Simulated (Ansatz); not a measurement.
# K+ with F2: superposition error and deformation, part 2 of 2

Ansatz 0.2.0, Gaussian basis.

## 8. PBE-D4/def2-TZVPPD

The input, free-b/in.yaml:

```yaml
crystal:
  periodic: [false, false, false]
  atoms:
    - {symbol: F, position_ang: [-0.348334, 0.566691, 1.002255]}
    - {symbol: F, position_ang: [0.371876, -0.604991, 0.973258]}
basis:
  gaussian: {orbitals: "def2-TZVPPD.json"}
hamiltonian: {xc: pbe, dispersion: d4}
```

Started as:

```sh
$ ansatz run in.yaml --threads 2 --pin off --events-out ev --progress --plain --max-ram 5222MiB
```

Output:

```text
Functional definition: PBE
  name "PBE"
  cite "Perdew, Burke & Ernzerhof, Phys. Rev. Lett. 77, 3865 (1996) doi:10.1103/PhysRevLett.77.3865"
  parent pbe
  parameter kappa = 0.804
  parameter beta = 0.06672455060314922
  exchange = pbe_x(kappa = kappa, mu = beta*pi^2/3)
  correlation = pbe_c(beta = beta)
394 factors; their error is unknown
mean field evaluation 1: about -5426.2868 eV, gradient 1.7e1 eV
mean field evaluation 2: about -5426.4155 eV, gradient 1.3e1 eV
mean field evaluation 4: about -5426.6019 eV, gradient 7.4e-1 eV
mean field evaluation 8: about -5426.5968 eV, gradient 2.2e-3 eV
mean field -5426.59682403 eV, -199.4237550038 hartree, gradient 8.8e-7 eV, S^2 0.000000; 0 other end points of the search recorded, 0 dependent functions left out
reference -5426.59686857 eV, -199.4237566405 hartree; 9, 9 occupied and 71, 71 virtual orbitals, 394 factors
Total energy: -5426.60205459 eV, -199.4239472232 hartree
```

Wall time 0.3 s (2 threads of Arm Neoverse V1, shared host).

## 9. r2SCAN-D4/def2-TZVPPD

free-b/in.yaml: that of step 8 with these lines changed.

```diff
@@ -7,2 +7,2 @@
   gaussian: {orbitals: "def2-TZVPPD.json"}
-hamiltonian: {xc: pbe, dispersion: d4}
+hamiltonian: {xc: r2scan, dispersion: d4}
```

Started as:

```sh
$ ansatz run in.yaml --threads 2 --pin off --events-out ev --progress --plain --max-ram 5222MiB
```

Output:

```text
Functional definition: r2SCAN
  name "r2SCAN"
  cite "Furness, Kaplan, Ning, Perdew & Sun, J. Phys. Chem. Lett. 11, 8208 (2020) doi:10.1021/acs.jpclett.0c02405"
  cite "Furness, Kaplan, Ning, Perdew & Sun, J. Phys. Chem. Lett. 11, 9248 (2020) doi:10.1021/acs.jpclett.0c03077"
  parent r2scan
  parameter k0 = 0.174
  parameter k1 = 0.065
  parameter a1 = 4.9479
  exchange = r2scan_x(k0 = k0, k1 = k1, a1 = a1)
  correlation = r2scan_c
394 factors; their error is unknown
mean field evaluation 1: about -5428.9219 eV, gradient 1.5e1 eV
mean field evaluation 2: about -5429.0638 eV, gradient 9.7e0 eV
mean field evaluation 4: about -5429.1709 eV, gradient 5.1e-1 eV
mean field evaluation 8: about -5429.1642 eV, gradient 6.4e-4 eV
mean field -5429.16418781 eV, -199.5181038825 hartree, gradient 2.0e-5 eV, S^2 0.000000; 0 other end points of the search recorded, 0 dependent functions left out
reference -5429.16420157 eV, -199.5181043882 hartree; 9, 9 occupied and 71, 71 virtual orbitals, 394 factors
Total energy: -5429.16542084 eV, -199.5181491952 hartree
```

It took 0.75 s on 2 threads of Arm Neoverse V1, shared host.

## 10. PBE0-D4/def2-TZVPPD

free-b/in.yaml: that of step 9 with these lines changed.

```diff
@@ -7,2 +7,3 @@
   gaussian: {orbitals: "def2-TZVPPD.json"}
-hamiltonian: {xc: r2scan, dispersion: d4}
+hamiltonian: {xc: pbe0, dispersion: d4}
+output: {orbitals: {seedname: orbitals}}
```

Started as:

```sh
$ ansatz run in.yaml --threads 2 --pin off --events-out ev --progress --plain --max-ram 5222MiB
```

Output:

```text
[... 10 set-up lines as earlier in the session ...]
394 factors; their error is unknown
mean field evaluation 1: about -5425.9373 eV, gradient 1.6e1 eV
mean field evaluation 2: about -5426.1408 eV, gradient 7.4e0 eV
mean field evaluation 4: about -5426.1989 eV, gradient 1.9e-1 eV
mean field evaluation 8: about -5426.2125 eV, gradient 2.0e-3 eV
mean field -5426.21254314 eV, -199.4096329413 hartree, gradient 4.9e-5 eV, S^2 0.000000; 0 other end points of the search recorded, 0 dependent functions left out
reference -5426.21257252 eV, -199.4096340212 hartree; 9, 9 occupied and 71, 71 virtual orbitals, 394 factors
Total energy: -5426.21673795 eV, -199.4097870978 hartree
```

Run time: 0.35 s. Hardware: 2 threads of Arm Neoverse V1, shared host.

## 11. B3LYP-D4/def2-TZVPPD

free-b/in.yaml: that of step 10 with these lines changed.

```diff
@@ -7,3 +7,2 @@
   gaussian: {orbitals: "def2-TZVPPD.json"}
-hamiltonian: {xc: pbe0, dispersion: d4}
-output: {orbitals: {seedname: orbitals}}
+hamiltonian: {xc: {name: B3LYP}, dispersion: d4}
```

Started as:

```sh
$ ansatz run in.yaml --threads 2 --pin off --events-out ev --progress --plain --max-ram 5222MiB
```

Output:

```text
Functional definition: B3LYP
  name "B3LYP"
  cite "Stephens, Devlin, Chabalowski & Frisch, J. Phys. Chem. 98, 11623 (1994) doi:10.1021/j100096a001"
[... 2 set-up lines as earlier in the session ...]
  cite "Vosko, Wilk & Nusair, Can. J. Phys. 58, 1200 (1980) doi:10.1139/p80-159"
  parameter a0 = 0.2
  parameter ax = 0.72
  parameter ac = 0.81
  exchange = (1 - a0 - ax)*slater_x + ax*b88_x + a0*exact_x
  correlation = (1 - ac)*vwn_rpa_c + ac*lyp_c
394 factors; their error is unknown
mean field evaluation 1: about -5431.1098 eV, gradient 1.7e1 eV
mean field evaluation 2: about -5431.3113 eV, gradient 8.8e0 eV
mean field evaluation 4: about -5431.3945 eV, gradient 5.1e-1 eV
mean field evaluation 8: about -5431.4045 eV, gradient 2.9e-3 eV
mean field -5431.40453152 eV, -199.6004349953 hartree, gradient 1.4e-5 eV, S^2 0.000000; 0 other end points of the search recorded, 0 dependent functions left out
reference -5431.40471409 eV, -199.6004417046 hartree; 9, 9 occupied and 71, 71 virtual orbitals, 394 factors
Total energy: -5431.41299407 eV, -199.6007459882 hartree
```

It took 0.45 s on 2 threads of Arm Neoverse V1, shared host.

## 12. wB97X-V/def2-TZVPPD

free-b/in.yaml: that of step 11 with these lines changed.

```diff
@@ -7,2 +7,2 @@
   gaussian: {orbitals: "def2-TZVPPD.json"}
-hamiltonian: {xc: {name: B3LYP}, dispersion: d4}
+hamiltonian: {xc: {name: wB97X-V}}
```

Started as:

```sh
$ ansatz run in.yaml --threads 2 --pin off --events-out ev --progress --plain --max-ram 5222MiB
```

Output:

```text
[... 17 set-up lines as earlier in the session ...]
      + integral(e_c_pw_opposite_spin*poly(b97_u_opposite, cos0, cos1)) + vv10(b, c)
394 factors; their error is unknown
104 factors; integrals over basis functions are off by at most 4.2e-5 eV
mean field evaluation 1: about -5429.0025 eV, gradient 1.9e1 eV
mean field evaluation 2: about -5429.4232 eV, gradient 8.0e0 eV
mean field evaluation 4: about -5429.4826 eV, gradient 3.8e-1 eV
mean field evaluation 8: about -5429.4915 eV, gradient 1.3e-3 eV
mean field -5429.49153385 eV, -199.5301336274 hartree, gradient 7.8e-6 eV, S^2 0.000000; 0 other end points of the search recorded, 0 dependent functions left out
reference -5429.49153182 eV, -199.5301335529 hartree; 9, 9 occupied and 71, 71 virtual orbitals, 394 factors
Total energy: -5429.49153182 eV, -199.5301335529 hartree
```

Run time: 0.95 s. Hardware: 2 threads of Arm Neoverse V1, shared host.

## 13. wB97M-V/def2-TZVPPD

free-b/in.yaml: that of step 12 with these lines changed.

```diff
@@ -7,2 +7,2 @@
   gaussian: {orbitals: "def2-TZVPPD.json"}
-hamiltonian: {xc: {name: wB97X-V}}
+hamiltonian: {xc: {name: wB97M-V}}
```

Started as:

```sh
$ ansatz run in.yaml --threads 2 --pin off --events-out ev --progress --plain --max-ram 5222MiB
```

Output:

```text
[... 5 set-up lines as earlier in the session ...]
  # Of w^i u^j: cxij and so on, Table III.
[... 17 set-up lines as earlier in the session ...]
  gx(w, u) = 1 - cx + cx01*u + cx10*w
  gss(w, u) = css00 + css04*u^4 + css10*w + css20*w^2 + css43*w^4*u^3
  gos(w, u) = cos00 + cos10*w + (cos20 + cos21*u)*w^2 + (cos60 + cos61*u)*w^6
[... 2 set-up lines as earlier in the session ...]
      + integral(e_c_pw_mod_opposite_spin*gos(b97_w_opposite, b97_u_opposite)) + vv10(b, c)
394 factors; their error is unknown
104 factors; integrals over basis functions are off by at most 4.2e-5 eV
mean field evaluation 1: about -5429.6251 eV, gradient 1.9e1 eV
mean field evaluation 2: about -5430.0312 eV, gradient 7.8e0 eV
mean field evaluation 4: about -5430.0890 eV, gradient 4.1e-1 eV
mean field evaluation 8: about -5430.0965 eV, gradient 1.6e-3 eV
mean field -5430.09651213 eV, -199.5523661692 hartree, gradient 1.4e-5 eV, S^2 0.000000; 0 other end points of the search recorded, 0 dependent functions left out
reference -5430.09656437 eV, -199.5523680889 hartree; 9, 9 occupied and 71, 71 virtual orbitals, 394 factors
Total energy: -5430.09656437 eV, -199.5523680889 hartree
```

It took 1 s on 2 threads of Arm Neoverse V1, shared host.

## 14. B2PLYP/def2-TZVPPD

free-b/in.yaml: that of step 13 with these lines changed.

```diff
@@ -7,2 +7,2 @@
   gaussian: {orbitals: "def2-TZVPPD.json"}
-hamiltonian: {xc: {name: wB97M-V}}
+hamiltonian: {xc: {name: B2PLYP}}
```

Started as:

```sh
$ ansatz run in.yaml --threads 2 --pin off --events-out ev --progress --plain --max-ram 5222MiB
```

Output:

```text
[... 9 set-up lines as earlier in the session ...]
523 factors; integrals over basis functions are off by at most 5.8e-4 eV
mean field evaluation 1: about -5423.6781 eV, gradient 1.7e1 eV
mean field evaluation 2: about -5423.6800 eV, gradient 1.7e1 eV
mean field evaluation 4: about -5423.9985 eV, gradient 7.9e-1 eV
mean field evaluation 8: about -5423.9994 eV, gradient 2.4e-3 eV
mean field -5423.99941046 eV, -199.3283018154 hartree, gradient 1.9e-6 eV, S^2 0.000000; 0 other end points of the search recorded, 0 dependent functions left out
2 core orbitals not correlated: weight in the atoms' cores, before any rotation towards them, 1.000 or more for the frozen orbitals, at most 0.000 for the correlated occupied ones
reference -5423.99951087 eV, -199.3283055057 hartree; 7, 7 occupied and 71, 71 virtual orbitals, 523 factors
second order -16.86713027 eV of doubles, -0.00000000 eV of singles
Total energy: -5428.55363605 eV, -199.4956665188 hartree
```

It took 0.6 s on 2 threads of Arm Neoverse V1, shared host.

## 15. BLYP-D4/def2-TZVPPD

free-b/in.yaml: that of step 14 with these lines changed.

```diff
@@ -7,2 +7,2 @@
   gaussian: {orbitals: "def2-TZVPPD.json"}
-hamiltonian: {xc: {name: B2PLYP}}
+hamiltonian: {xc: {name: BLYP}, dispersion: d4}
```

Started as:

```sh
$ ansatz run in.yaml --threads 2 --pin off --events-out ev --progress --plain --max-ram 5222MiB
```

Output:

```text
Functional definition: BLYP
  name "BLYP"
[... 2 set-up lines as earlier in the session ...]
  parameter beta = 0.0042
  parameter a = 0.04918
  parameter b = 0.132
  parameter c = 0.2533
  parameter d = 0.349
  exchange = b88_x(beta = beta)
  correlation = lyp_c(a = a, b = b, c = c, d = d)
394 factors; their error is unknown
mean field evaluation 1: about -5431.0470 eV, gradient 1.8e1 eV
mean field evaluation 2: about -5431.1525 eV, gradient 1.5e1 eV
mean field evaluation 4: about -5431.4007 eV, gradient 7.0e-1 eV
mean field evaluation 8: about -5431.3956 eV, gradient 3.0e-3 eV
mean field -5431.39560438 eV, -199.6001069289 hartree, gradient 6.2e-5 eV, S^2 0.000000; 0 other end points of the search recorded, 0 dependent functions left out
reference -5431.39586392 eV, -199.6001164668 hartree; 9, 9 occupied and 71, 71 virtual orbitals, 394 factors
Total energy: -5431.40834995 eV, -199.6005753199 hartree
```

It took 0.35 s on 2 threads of Arm Neoverse V1, shared host.

## 16. revPBE-D4/def2-TZVPPD

free-b/in.yaml: that of step 15 with these lines changed.

```diff
@@ -7,2 +7,2 @@
   gaussian: {orbitals: "def2-TZVPPD.json"}
-hamiltonian: {xc: {name: BLYP}, dispersion: d4}
+hamiltonian: {xc: {name: revPBE}, dispersion: d4}
```

Started as:

```sh
$ ansatz run in.yaml --threads 2 --pin off --events-out ev --progress --plain --max-ram 5222MiB
```

Output:

```text
Functional definition: revPBE
  name "revPBE"
  cite "Zhang & Yang, Phys. Rev. Lett. 80, 890 (1998) doi:10.1103/PhysRevLett.80.890"
[... 1 set-up line as earlier in the session ...]
  parameter kappa = 1.245
[... 3 set-up lines as earlier in the session ...]
394 factors; their error is unknown
mean field evaluation 1: about -5429.5746 eV, gradient 1.7e1 eV
mean field evaluation 2: about -5429.7056 eV, gradient 1.2e1 eV
mean field evaluation 4: about -5429.8846 eV, gradient 7.2e-1 eV
mean field evaluation 8: about -5429.8791 eV, gradient 2.3e-3 eV
mean field -5429.87906761 eV, -199.5443752304 hartree, gradient 3.0e-5 eV, S^2 0.000000; 0 other end points of the search recorded, 0 dependent functions left out
reference -5429.87912461 eV, -199.5443773253 hartree; 9, 9 occupied and 71, 71 virtual orbitals, 394 factors
Total energy: -5429.90303407 eV, -199.5452559817 hartree
```

Wall time 0.3 s (2 threads of Arm Neoverse V1, shared host).

## 17. B97M-V/def2-TZVPPD

free-b/in.yaml: that of step 16 with these lines changed.

```diff
@@ -7,2 +7,2 @@
   gaussian: {orbitals: "def2-TZVPPD.json"}
-hamiltonian: {xc: {name: revPBE}, dispersion: d4}
+hamiltonian: {xc: {name: B97M-V}}
```

Started as:

```sh
$ ansatz run in.yaml --threads 2 --pin off --events-out ev --progress --plain --max-ram 5222MiB
```

Output:

```text
[... 5 set-up lines as earlier in the session ...]
  # Of w^i u^j: cxij and so on, Table III.
[... 17 set-up lines as earlier in the session ...]
  gx(w, u) = cx00 + cx01*u + cx02*u^2 + (cx10 + cx11*u)*w
  gss(w, u) = css00 + css02*u^2 + css10*w + (css32*w^3 + css42*w^4)*u^2
  gos(w, u) = cos00 + cos01*u + cos03*u^3 + cos10*w + cos32*w^3*u^2
[... 2 set-up lines as earlier in the session ...]
      + integral(e_c_pw_mod_opposite_spin*gos(b97_w_opposite, b97_u_opposite)) + vv10(b, c)
394 factors; their error is unknown
mean field evaluation 1: about -5429.1952 eV, gradient 1.4e1 eV
mean field evaluation 2: about -5429.3255 eV, gradient 8.3e0 eV
mean field evaluation 4: about -5429.4058 eV, gradient 4.9e-1 eV
mean field evaluation 8: about -5429.4051 eV, gradient 1.3e-3 eV
mean field -5429.40507575 eV, -199.5269563510 hartree, gradient 4.5e-6 eV, S^2 0.000000; 0 other end points of the search recorded, 0 dependent functions left out
reference -5429.40513688 eV, -199.5269585973 hartree; 9, 9 occupied and 71, 71 virtual orbitals, 394 factors
Total energy: -5429.40513688 eV, -199.5269585973 hartree
```

Wall time 0.95 s (2 threads of Arm Neoverse V1, shared host).

## 18. HSE06-D4/def2-TZVPPD

free-b/in.yaml: that of step 17 with these lines changed.

```diff
@@ -7,2 +7,2 @@
   gaussian: {orbitals: "def2-TZVPPD.json"}
-hamiltonian: {xc: {name: B97M-V}}
+hamiltonian: {xc: hse06, dispersion: d4}
```

Started as:

```sh
$ ansatz run in.yaml --threads 2 --pin off --events-out ev --progress --plain --max-ram 5222MiB
```

Output:

```text
Functional definition: HSE06
  name "HSE06"
  cite "Heyd, Scuseria & Ernzerhof, J. Chem. Phys. 118, 8207 (2003) doi:10.1063/1.1564060"
  cite "Krukau, Vydrov, Izmaylov & Scuseria, J. Chem. Phys. 125, 224106 (2006) doi:10.1063/1.2404663"
  cite "Heyd & Scuseria, J. Chem. Phys. 120, 7274 (2004) doi:10.1063/1.1668634"
  cite "Ernzerhof & Perdew, J. Chem. Phys. 109, 3313 (1998) doi:10.1063/1.476928"
[... 3 set-up lines as earlier in the session ...]
  parameter omega = 0.11/bohr
  # The whole range is PBE's own exchange, as in plane waves. The composition of these papers is wPBEh.
  exchange = pbe_x - a*pbe_x_sr(omega) + a*exact_x_sr(omega)
  correlation = pbe_c
394 factors; their error is unknown
24 factors; integrals over basis functions are off by at most 1.0e-4 eV
mean field evaluation 1: about -5425.7553 eV, gradient 1.5e1 eV
mean field evaluation 2: about -5425.9337 eV, gradient 7.3e0 eV
mean field evaluation 4: about -5425.9918 eV, gradient 2.9e-1 eV
mean field evaluation 8: about -5426.0058 eV, gradient 1.8e-3 eV
mean field -5426.00583362 eV, -199.4020365066 hartree, gradient 3.2e-5 eV, S^2 0.000000; 0 other end points of the search recorded, 0 dependent functions left out
reference -5426.00587249 eV, -199.4020379351 hartree; 9, 9 occupied and 71, 71 virtual orbitals, 394 factors
Total energy: -5426.00963171 eV, -199.4021760840 hartree
```

It took 0.4 s on 2 threads of Arm Neoverse V1, shared host.

## 19. CCSD(T)/def2-TZVPPD

free-b/in.yaml: that of step 18 with these lines changed.

```diff
@@ -7,2 +7,2 @@
   gaussian: {orbitals: "def2-TZVPPD.json"}
-hamiltonian: {xc: hse06, dispersion: d4}
+correlation: {method: ccsd_t}
```

Started as:

```sh
$ ansatz run in.yaml --threads 2 --pin off --events-out ev --progress --plain --max-ram 5222MiB
```

Output:

```text
[... 6 set-up lines as earlier in the session ...]
523 factors; integrals over basis functions are off by at most 5.8e-4 eV
mean field evaluation 1: about -5408.1886 eV, gradient 2.1e1 eV
mean field evaluation 2: about -5408.1913 eV, gradient 2.1e1 eV
mean field evaluation 4: about -5408.7734 eV, gradient 1.1e0 eV
mean field evaluation 8: about -5408.7763 eV, gradient 8.7e-6 eV
mean field evaluation 16: about -5408.7761 eV, gradient 3.2e-1 eV
mean field -5408.77631544 eV, -198.7688633920 hartree, gradient 7.3e-7 eV, S^2 0.000000; 0 other end points of the search recorded, 0 dependent functions left out; unrestricted orbitals would lower it
2 core orbitals not correlated: weight in the atoms' cores, before any rotation towards them, 1.000 or more for the frozen orbitals, at most 0.000 for the correlated occupied ones
reference -5408.77631544 eV, -198.7688633920 hartree; 7, 7 occupied and 71, 71 virtual orbitals, 523 factors
second order -14.08939264 eV of doubles, -0.00000000 eV of singles
cycle   1  -13.78855007 eV  change    3.0e-1 eV  update   7.3e-2
cycle   2  -14.15390282 eV  change   -3.7e-1 eV  update   2.4e-2
cycle   3  -14.23088927 eV  change   -7.7e-2 eV  update   1.0e-2
cycle   4  -14.22351481 eV  change    7.4e-3 eV  update   2.0e-3
cycle   5  -14.22564075 eV  change   -2.1e-3 eV  update   9.2e-4
cycle   6  -14.22602859 eV  change   -3.9e-4 eV  update   3.5e-4
cycle   7  -14.22596240 eV  change    6.6e-5 eV  update   1.5e-4
cycle   8  -14.22591020 eV  change    5.2e-5 eV  update   4.9e-5
cycle   9  -14.22589282 eV  change    1.7e-5 eV  update   1.5e-5
perturbative correction -0.47491797 eV, -0.0174529137 hartree
Total energy: -5423.47712623 eV, -199.3091082240 hartree
```

Run time: 1 s. Hardware: 2 threads of Arm Neoverse V1, shared host.

## 20. The split

```
      method  interaction with counterpoise (meV)  without  superposition error  deformation  binding energy
      PBE-D4                                 -118     -123                    4           -5            -124
   revPBE-D4                                 -101     -105                    4           -6            -107
     BLYP-D4                                 -106     -112                    5           -8            -114
   r2SCAN-D4                                 -115     -119                    4           -3            -119
      B97M-V                                 -114     -117                    2           -2            -117
     PBE0-D4                                 -107     -110                    3            0            -106
    B3LYP-D4                                 -106     -110                    4           -3            -109
    HSE06-D4                                 -107     -110                    3            0            -107
     wB97X-V                                 -113     -117                    4            0            -114
     wB97M-V                                 -112     -115                    3           -1            -112
      B2PLYP                                  -98     -107                    8           -3            -102
Hartree-Fock                                  -58      -60                    2            9             -49
         MP2                                 -105     -125                   20           -3            -108
        CCSD                                  -96     -117                   21           -3             -99
     CCSD(T)                                 -102     -123                   21           -5            -107
```

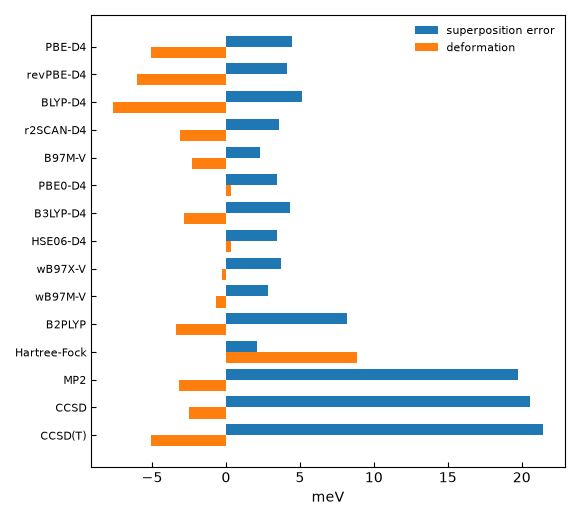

Superposition error and deformation energy by method.

## 21. Outcome

The summary covers parts 1 to 2.

```
            quantity     value
interaction, CCSD(T)  -102 meV
 superposition error    21 meV
         deformation    -5 meV
      binding energy  -107 meV
```

**Reading.** In this basis the superposition error is 21 meV for CCSD(T) and 4 meV on average for the plain functionals: correlated methods borrow far more, since they need many more functions to converge. The free shapes are PBE0-D4 minima, so other methods can show a small negative deformation energy. The restricted Hartree–Fock reference is unstable towards an unrestricted one at one or more of these structures.
